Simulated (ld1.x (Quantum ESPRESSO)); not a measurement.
## Run report: Be, pseudopotential generation

System: beryllium (Be, Z = 4), core none, reference valence 1s2 2s1.5 2p0.5, valence charge 4.
Method: RRKJ potential, PBE, non-relativistic, made with ld1.x (Quantum ESPRESSO) 7.5.

## Results in brief

- outcome: generated; 1s isn't converged at 400 Ry in the Bessel test; the pseudo-atom misses its reference levels by up to 1.90 eV (2s, which has no pseudo-wave of its own); ld1.x warns of wrong node counts
- reference test: the pseudo-atom misses its own reference levels by up to 1.90 eV
- largest excitation error: +5321 meV (all-electron minus pseudo) for 1s2 2s0 2p0, out of 7 test configurations
- range over which the phases arctan(r u′/u) at the test radius agree within 0.05 rad (a looser test near the poles than one of phase shifts): s: up to about -0.9 Ry; p: up to about 0.7 Ry
- hardware: 1 CPU thread, shared host
- wall time: 0.99 s

## Notes

An excitation error of 5321 meV in its own tests makes this a poorly transferable potential. In the spherical-Bessel test 1s stands at −7.777 Ry at the top cutoff of 400 Ry, still falling, against −7.860 Ry all-electron. So the potential is too hard for plane waves up to 400 Ry. No cutoff can be given, and the search for ghost states has no verdict. ld1.x warns that it found 1 node in place of 0 for 1s. It picks states by counting nodes, so it can end on another state than the one meant. The reference test prints no difference at all for 1s, which can mean that ld1.x kept the all-electron value without solving for the state; the Bessel test puts 1s at −7.7774 Ry against −7.8598 Ry.

## Input file
```
 &input
   title='Be', zed=4., rel=0, dft='PBE', iswitch=3,
   config='[He] 2s1.5 2p0.5',
   nld=2, rlderiv=3.75, eminld=-10.0, emaxld=5.0, deld=0.04
 /
 &inputp
   pseudotype=2, tm=.false., lloc=-1, rcloc=3.30,
   nlcc=.false.,
   file_pseudopw='Be.UPF', file_wfcaegen='ae.wfc', file_wfcncgen='nc.wfc', file_beta='beta', file_chi='chi'
 /
2
1S  1  0   2.00   0.00  0.30  0.30  0.0
2P  2  1   0.50   0.00  3.45  3.45  0.0
 &test
   configts(1)='1s2 2s1.5 2p0.5'
 /
```

## Input of the test run
```
 &input
   title='Be', zed=4., rel=0, dft='PBE', iswitch=2,
   config='[He] 2s1.5 2p0.5'
 /
 &test
   file_pseudo='Be.UPF', nconf=8,
   configts(1)='1s2 2s1.5 2p0.5',
   configts(2)='1s2 2s2 2p0',
   configts(3)='1s2 2s1 2p0',
   configts(4)='1s2 2s0 2p0',
   configts(5)='1s2 2s0 2p2',
   configts(6)='1s1 2s2 2p0',
   configts(7)='1s2 2s1.5 2p0',
   configts(8)='1s2 2s1 2p1'
 /
```

Run as:
```bash
ld1.x < Be.in > Be.out
```

## Log
```
     Program LD1 v.7.5
     --------------------------- All-electron run ----------------------------

     Be

     atomic number is  4.00
     dft =PBE   lsd =0 sic =0 latt =0  beta=0.20 tr2=1.0E-14
     Exchange-correlation= PBE
                           (   1   4   3   4   0   0   0)
     mesh =1041 r(mesh) = 100.85720 a.u. xmin = -7.00 dx = 0.01250
     1 Ry =  13.60569312 eV

     n l     nl                  e(Ry)          e(Ha)          e(eV)
     1 0     1S 1( 2.00)        -7.8598        -3.9299      -106.9384
     2 0     2S 1( 1.50)        -0.4342        -0.2171        -5.9079
     2 1     2P 1( 0.50)        -0.1688        -0.0844        -2.2966

     final scf error:  2.2E-15 reached in  28 iterations

     Etot =     -29.127817 Ry,     -14.563909 Ha,    -396.304140 eV

     Ekin =      28.986733 Ry,      14.493366 Ha,     394.384589 eV
     Encl =     -66.893592 Ry,     -33.446796 Ha,    -910.133684 eV
     Eh   =      14.170880 Ry,       7.085440 Ha,     192.804644 eV
     Exc  =      -5.391838 Ry,      -2.695919 Ha,     -73.359689 eV

     normalization and overlap integrals

     s(1S/1S) =  1.000000  <r> =   0.4206  <r2> =    0.2414  r(max) =   0.2661
     s(2S/2S) =  1.000000  <r> =   2.5849  <r2> =    8.0232  r(max) =   2.0415
     s(2P/2P) =  1.000000  <r> =   3.1579  <r2> =   12.7323  r(max) =   2.2563

     ------------------------ End of All-electron run ------------------------

     --------------------- Generating NC pseudopotential ---------------------

      Generating local potential from pseudized AE potential:
      Matching radius rcloc =   3.3000

      Local pseudo, rcloc= 3.283 Estimated cut-off energy=     2.25 Ry

      Wfc   1S  rcut= 0.298  Estimated cut-off energy=     1395.98 Ry
      This function has    0 nodes for 0 < r <    0.298

      Wfc   2P  rcut= 3.451  Estimated cut-off energy=       14.84 Ry
      This function has    0 nodes for 0 < r <    3.451

     ------------------- End of pseudopotential generation -------------------

     --------------------------- All-electron run ----------------------------

     Be

     atomic number is  4.00
     dft =PBE   lsd =0 sic =0 latt =0  beta=0.20 tr2=1.0E-14
     Exchange-correlation= PBE
                           (   1   4   3   4   0   0   0)
     mesh =1041 r(mesh) = 100.85720 a.u. xmin = -7.00 dx = 0.01250
     1 Ry =  13.60569312 eV

     n l     nl                  e(Ry)          e(Ha)          e(eV)
     1 0     1S 1( 2.00)        -7.8598        -3.9299      -106.9384
     2 0     2S 1( 1.50)        -0.4342        -0.2171        -5.9079
     2 1     2P 1( 0.50)        -0.1688        -0.0844        -2.2966

     final scf error:  2.2E-15 reached in  28 iterations

     Etot =     -29.127817 Ry,     -14.563909 Ha,    -396.304140 eV

     Ekin =      28.986733 Ry,      14.493366 Ha,     394.384589 eV
     Encl =     -66.893592 Ry,     -33.446796 Ha,    -910.133684 eV
     Eh   =      14.170880 Ry,       7.085440 Ha,     192.804644 eV
     Exc  =      -5.391838 Ry,      -2.695919 Ha,     -73.359689 eV

     normalization and overlap integrals

     s(1S/1S) =  1.000000  <r> =   0.4206  <r2> =    0.2414  r(max) =   0.2661
     s(2S/2S) =  1.000000  <r> =   2.5849  <r2> =    8.0232  r(max) =   2.0415
     s(2P/2P) =  1.000000  <r> =   3.1579  <r2> =   12.7323  r(max) =   2.2563

     ------------------------ End of All-electron run ------------------------

     Computing logarithmic derivative in   3.74333

       Warning: n=1, l=0 expected 0 nodes, found 1
       Setting wfc to zero for this iteration
       (This warning will only be printed once per wavefunction)

     Computing logarithmic derivative in   3.74333
     Computing the partial wave expansion
     R is outside the sphere for l=    0 j= 0.00
     R is outside the sphere for l=    1 j= 0.00

     ---------------------- Testing the pseudopotential ----------------------

     Be

     atomic number is  4.00   valence charge is  4.00
     dft =PBE   lsd =0 sic =0 latt =0  beta=0.20 tr2=1.0E-14
     mesh =1041 r(mesh) = 100.85720 xmin = -7.00 dx = 0.01250

     n l     nl             e AE (Ry)        e PS (Ry)    De AE-PS (Ry)
     1 0     1S   1( 2.00)       -7.85983       -7.85983       -0.00000
     2 0     2S   1( 1.50)       -0.43422       -0.29438       -0.13984  !
     2 1     2P   1( 0.50)       -0.16880       -0.16880        0.00000

     eps = 2.3E-15  iter = 19

     Etot =     -29.127817 Ry,     -14.563909 Ha,    -396.304140 eV
     Etotps =   -28.047095 Ry,     -14.023548 Ha,    -381.600173 eV

     Ekin =      27.248959 Ry,      13.624480 Ha,     370.740974 eV
     Encl =     -24.664614 Ry,     -12.332307 Ha,    -335.579175 eV
     Ehrt =      13.249579 Ry,       6.624790 Ha,     180.269713 eV
     Ecxc =      -5.198042 Ry,      -2.599021 Ha,     -70.722959 eV
     Epseu=     -38.682978 Ry,     -19.341489 Ha,    -526.308726 eV

     ---------------------- End of pseudopotential test ----------------------
```

## Output of the test run (extracts)
```
     ---------------------- Testing the pseudopotential ----------------------

     Be

     atomic number is  4.00   valence charge is  4.00
     dft =PBE   lsd =0 sic =0 latt =0  beta=0.20 tr2=1.0E-14
     mesh =1041 r(mesh) = 100.85720 xmin = -7.00 dx = 0.01250

     n l     nl             e AE (Ry)        e PS (Ry)    De AE-PS (Ry)
     1 0     1S   1( 2.00)       -7.85983       -7.85983       -0.00000
     2 0     2S   1( 1.50)       -0.43422       -0.29438       -0.13984  !
     2 1     2P   1( 0.50)       -0.16880       -0.16880        0.00000

     eps = 9.1E-16  iter = 17

     Etot =     -29.127817 Ry,     -14.563909 Ha,    -396.304141 eV
     Etotps =   -28.047095 Ry,     -14.023548 Ha,    -381.600173 eV

     Ekin =      27.248959 Ry,      13.624479 Ha,     370.740974 eV
     Encl =     -24.664614 Ry,     -12.332307 Ha,    -335.579174 eV
     Ehrt =      13.249579 Ry,       6.624790 Ha,     180.269712 eV
     Ecxc =      -5.198042 Ry,      -2.599021 Ha,     -70.722959 eV
     Epseu=     -38.682978 Ry,     -19.341489 Ha,    -526.308726 eV

     ---------------------- End of pseudopotential test ----------------------

     ---------------------- Testing the pseudopotential ----------------------

     Be

     atomic number is  4.00   valence charge is  4.00
     dft =PBE   lsd =0 sic =0 latt =0  beta=0.20 tr2=1.0E-14
     mesh =1041 r(mesh) = 100.85720 xmin = -7.00 dx = 0.01250

     n l     nl             e AE (Ry)        e PS (Ry)    De AE-PS (Ry)
     1 0     1S   1( 2.00)       -7.80524       -7.87267        0.06743  !
     2 0     2S   1( 2.00)       -0.41224       -0.29521       -0.11703  !
     2 1     2P   1( 0.00)       -0.14844       -0.16961        0.02117  !

     eps = 4.8E-15  iter = 17

     Etot =     -29.260131 Ry,     -14.630066 Ha,    -398.104365 eV
     Etotps =   -28.109898 Ry,     -14.054949 Ha,    -382.454652 eV
     dEtot_ae =      -0.132314 Ry
     dEtot_ps =      -0.062803 Ry,   Delta E=      -0.069511 Ry

     Ekin =      27.164906 Ry,      13.582453 Ha,     369.597374 eV
     Encl =     -24.615438 Ry,     -12.307719 Ha,    -334.910094 eV
     Ehrt =      13.225151 Ry,       6.612576 Ha,     179.937352 eV
     Ecxc =      -5.205722 Ry,      -2.602861 Ha,     -70.827454 eV
     Epseu=     -38.678796 Ry,     -19.339398 Ha,    -526.251831 eV

     ---------------------- End of pseudopotential test ----------------------

     ---------------------- Testing the pseudopotential ----------------------

     Be

     atomic number is  4.00   valence charge is  4.00
     dft =PBE   lsd =0 sic =0 latt =0  beta=0.20 tr2=1.0E-14
     mesh =1041 r(mesh) = 100.85720 xmin = -7.00 dx = 0.01250

     n l     nl             e AE (Ry)        e PS (Ry)    De AE-PS (Ry)
     1 0     1S   1( 2.00)       -8.65584       -8.54901       -0.10682  !
     2 0     2S   1( 1.00)       -1.00680       -0.78063       -0.22616  !
     2 1     2P   1( 0.00)       -0.71859       -0.67070       -0.04789  !

     eps = 1.1E-15  iter = 14

     Etot =     -28.558281 Ry,     -14.279141 Ha,    -388.555213 eV
     Etotps =   -27.578664 Ry,     -13.789332 Ha,    -375.226838 eV
     dEtot_ae =       0.569536 Ry
     dEtot_ps =       0.468432 Ry,   Delta E=       0.101104 Ry

     Ekin =      26.870655 Ry,      13.435327 Ha,     365.593881 eV
     Encl =     -22.051848 Ry,     -11.025924 Ha,    -300.030678 eV
     Ehrt =      11.047310 Ry,       5.523655 Ha,     150.306312 eV
     Ecxc =      -4.850106 Ry,      -2.425053 Ha,     -65.989057 eV
     Epseu=     -38.594674 Ry,     -19.297337 Ha,    -525.107296 eV

     ---------------------- End of pseudopotential test ----------------------

     ---------------------- Testing the pseudopotential ----------------------

     Be

     atomic number is  4.00   valence charge is  4.00
     dft =PBE   lsd =0 sic =0 latt =0  beta=0.20 tr2=1.0E-14
     mesh =1041 r(mesh) = 100.85720 xmin = -7.00 dx = 0.01250

     n l     nl             e AE (Ry)        e PS (Ry)    De AE-PS (Ry)
     1 0     1S   1( 2.00)       -9.72093       -9.39816       -0.32277  !
     2 0     2S   1( 0.00)       -1.53538       -1.15511       -0.38027  !
     2 1     2P   1( 0.00)       -1.27411       -1.10460       -0.16951  !

     eps = 4.2E-15  iter = 15

     Etot =     -27.239331 Ry,     -13.619665 Ha,    -370.609977 eV
     Etotps =   -26.549731 Ry,     -13.274865 Ha,    -361.227492 eV
     dEtot_ae =       1.888486 Ry
     dEtot_ps =       1.497364 Ry,   Delta E=       0.391122 Ry

     Ekin =      26.268984 Ry,      13.134492 Ha,     357.407739 eV
     Encl =     -18.880836 Ry,      -9.440418 Ha,    -256.886856 eV
     Ehrt =       9.008380 Ry,       4.504190 Ha,     122.565253 eV
     Ecxc =      -4.517803 Ry,      -2.258901 Ha,     -61.467836 eV
     Epseu=     -38.428457 Ry,     -19.214228 Ha,    -522.845792 eV

     ---------------------- End of pseudopotential test ----------------------

     ---------------------- Testing the pseudopotential ----------------------

     Be

     atomic number is  4.00   valence charge is  4.00
     dft =PBE   lsd =0 sic =0 latt =0  beta=0.20 tr2=1.0E-14
     mesh =1041 r(mesh) = 100.85720 xmin = -7.00 dx = 0.01250

     n l     nl             e AE (Ry)        e PS (Ry)    De AE-PS (Ry)
     1 0     1S   1( 2.00)       -7.99860       -7.82840       -0.17021  !
     2 0     2S   1( 0.00)       -0.48367       -0.29352       -0.19015  !
     2 1     2P   1( 2.00)       -0.21601       -0.16874       -0.04726  !

     eps = 3.2E-16  iter = 14

     Etot =     -28.727484 Ry,     -14.363742 Ha,    -390.857333 eV
     Etotps =   -27.859194 Ry,     -13.929597 Ha,    -379.043641 eV
     dEtot_ae =       0.400333 Ry
     dEtot_ps =       0.187902 Ry,   Delta E=       0.212431 Ry

     Ekin =      27.491460 Ry,      13.745730 Ha,     374.040365 eV
     Encl =     -24.785946 Ry,     -12.392973 Ha,    -337.229976 eV
     Ehrt =      13.304700 Ry,       6.652350 Ha,     181.019671 eV
     Ecxc =      -5.175888 Ry,      -2.587944 Ha,     -70.421538 eV
     Epseu=     -38.693520 Ry,     -19.346760 Ha,    -526.452164 eV

     ---------------------- End of pseudopotential test ----------------------

     ---------------------- Testing the pseudopotential ----------------------

     Be

     atomic number is  4.00   valence charge is  4.00
     dft =PBE   lsd =0 sic =0 latt =0  beta=0.20 tr2=1.0E-14
     mesh =1041 r(mesh) = 100.85720 xmin = -7.00 dx = 0.01250

     n l     nl             e AE (Ry)        e PS (Ry)    De AE-PS (Ry)
     1 0     1S   1( 1.00)      -11.11946      -11.33564        0.21618  !
     2 0     2S   1( 2.00)       -1.32568       -1.01715       -0.30853  !
     2 1     2P   1( 0.00)       -1.03409       -0.97550       -0.05859  !

     eps = 2.3E-15  iter = 16

     Etot =     -19.833118 Ry,      -9.916559 Ha,    -269.843315 eV
     Etotps =   -18.531606 Ry,      -9.265803 Ha,    -252.135340 eV
     dEtot_ae =       9.294699 Ry
     dEtot_ps =       9.515490 Ry,   Delta E=      -0.220790 Ry

     Ekin =      16.373694 Ry,       8.186847 Ha,     222.775451 eV
     Encl =     -16.915283 Ry,      -8.457642 Ha,    -230.144156 eV
     Ehrt =       5.952628 Ry,       2.976314 Ha,      80.989626 eV
     Ecxc =      -2.893339 Ry,      -1.446670 Ha,     -39.365888 eV
     Epseu=     -21.049304 Ry,     -10.524652 Ha,    -286.390373 eV

     ---------------------- End of pseudopotential test ----------------------

     ---------------------- Testing the pseudopotential ----------------------

     Be

     atomic number is  4.00   valence charge is  4.00
     dft =PBE   lsd =0 sic =0 latt =0  beta=0.20 tr2=1.0E-14
     mesh =1041 r(mesh) = 100.85720 xmin = -7.00 dx = 0.01250

     n l     nl             e AE (Ry)        e PS (Ry)    De AE-PS (Ry)
     1 0     1S   1( 2.00)       -8.20056       -8.18560       -0.01496  !
     2 0     2S   1( 1.50)       -0.69797       -0.52785       -0.17012  !
     2 1     2P   1( 0.00)       -0.41676       -0.40691       -0.00985  !

     eps = 2.7E-16  iter = 14

     Etot =     -28.983757 Ry,     -14.491878 Ha,    -394.344103 eV
     Etotps =   -27.905193 Ry,     -13.952596 Ha,    -379.669490 eV
     dEtot_ae =       0.144060 Ry
     dEtot_ps =       0.141903 Ry,   Delta E=       0.002158 Ry

     Ekin =      27.056577 Ry,      13.528288 Ha,     368.123477 eV
     Encl =     -23.422764 Ry,     -11.711382 Ha,    -318.682942 eV
     Ehrt =      12.142833 Ry,       6.071416 Ha,     165.211655 eV
     Ecxc =      -5.034113 Ry,      -2.517056 Ha,     -68.492592 eV
     Epseu=     -38.647725 Ry,     -19.323863 Ha,    -525.829087 eV

     ---------------------- End of pseudopotential test ----------------------

     ---------------------- Testing the pseudopotential ----------------------

     Be

     atomic number is  4.00   valence charge is  4.00
     dft =PBE   lsd =0 sic =0 latt =0  beta=0.20 tr2=1.0E-14
     mesh =1041 r(mesh) = 100.85720 xmin = -7.00 dx = 0.01250

     n l     nl             e AE (Ry)        e PS (Ry)    De AE-PS (Ry)
     1 0     1S   1( 2.00)       -7.90944       -7.84827       -0.06117  !
     2 0     2S   1( 1.00)       -0.45298       -0.29389       -0.15910  !
     2 1     2P   1( 1.00)       -0.18634       -0.16846       -0.01789  !

     eps = 2.3E-16  iter = 15

     Etot =     -28.994777 Ry,     -14.497388 Ha,    -394.494036 eV
     Etotps =   -27.984336 Ry,     -13.992168 Ha,    -380.746287 eV
     dEtot_ae =       0.133040 Ry
     dEtot_ps =       0.062759 Ry,   Delta E=       0.070281 Ry

     Ekin =      27.331268 Ry,      13.665634 Ha,     371.860843 eV
     Encl =     -24.709069 Ry,     -12.354534 Ha,    -336.184008 eV
     Ehrt =      13.270728 Ry,       6.635364 Ha,     180.557458 eV
     Ecxc =      -5.190451 Ry,      -2.595226 Ha,     -70.619688 eV
     Epseu=     -38.686812 Ry,     -19.343406 Ha,    -526.360892 eV

     ---------------------- End of pseudopotential test ----------------------
```

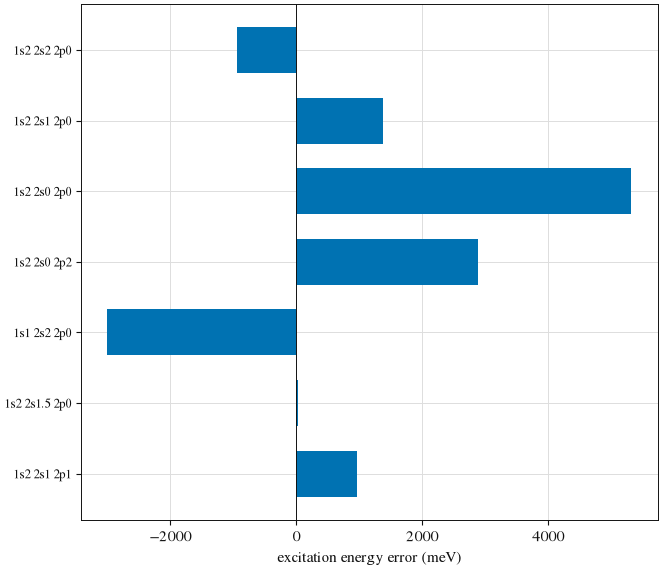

Errors, all-electron minus pseudo, of the energies of valence configurations relative to the unpolarised reference 1s2 2s1.5 2p0.5.

- Worst configuration: 1s2 2s0 2p0 (charge +2): the error is +5321 meV on an all-electron energy of +25.69 eV relative to the reference, or 21 %. Note that the pseudo-atom misses its own reference levels by up to 1.90 eV.
- Configurations within 10 meV and within 50 meV: 0 and 1 of 7.
- Errors in meV: 1s2 2s2 2p0: -946; 1s2 2s1 2p0: +1376; 1s2 2s0 2p0: +5321; 1s2 2s0 2p2: +2890; 1s1 2s2 2p0: -3004; 1s2 2s1.5 2p0: +29; 1s2 2s1 2p1: +956. In the spherical-Bessel test 1s stands at −7.777 Ry at the top cutoff of 400 Ry, still falling, against −7.860 Ry all-electron. So the potential is too hard for plane waves up to 400 Ry. No cutoff can be given, and the search for ghost states has no verdict.

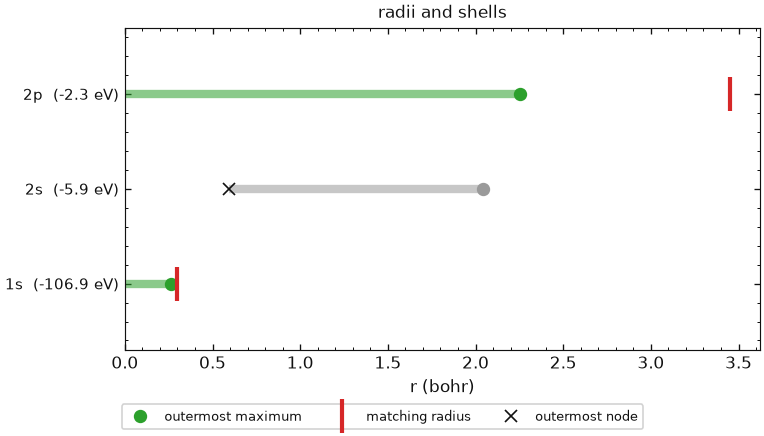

Outer shells of the all-electron reference atom: each bar runs from the outermost node (or the nucleus) to the outermost maximum of u(r); the tick is the radius chosen for the pseudo-wave. Shells without a tick have no pseudo-wave of their own. Levels, nodes and maxima are from ld1.x, non-relativistic.

- Radii against the shells: 1s: 0.30 bohr, outside the maximum; 2p: 3.45 bohr, outside the maximum.

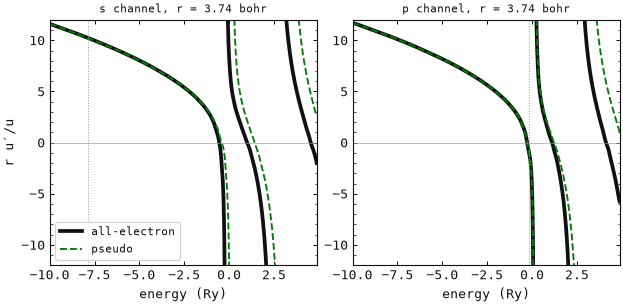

Logarithmic derivatives r u′/u at the test radius against energy, all-electron atom (solid) and pseudo-atom (dashed). Here u = r R(r). The dotted line marks the reference energy of the channel.

- Zeros of the logarithmic derivative: s: all-electron -0.5, 1.0 and 4.5 Ry, pseudo -0.4 and 1.4 Ry; p: all-electron -0.3, 1.1 and 4.1 Ry, pseudo -0.3 and 1.2 Ry.
- Poles, where the radial function vanishes at the test radius: s: all-electron at -0.2 and 2.6 Ry, pseudo at 0.1 and 3.1 Ry; p: all-electron at 0.1 and 2.4 Ry, pseudo at 0.1 and 2.9 Ry. The potential isn't sound: the pseudo-atom misses its own reference levels by up to 1.90 eV.

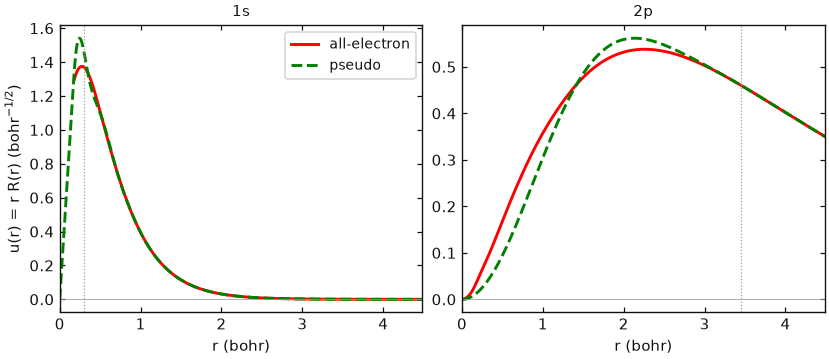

Pseudo-waves (dashed) against the all-electron radial functions (solid). Dotted lines mark the matching radii. The innermost oscillations of some all-electron curves aren't drawn. Pseudo-waves: 1s has no node; 2p has no node.
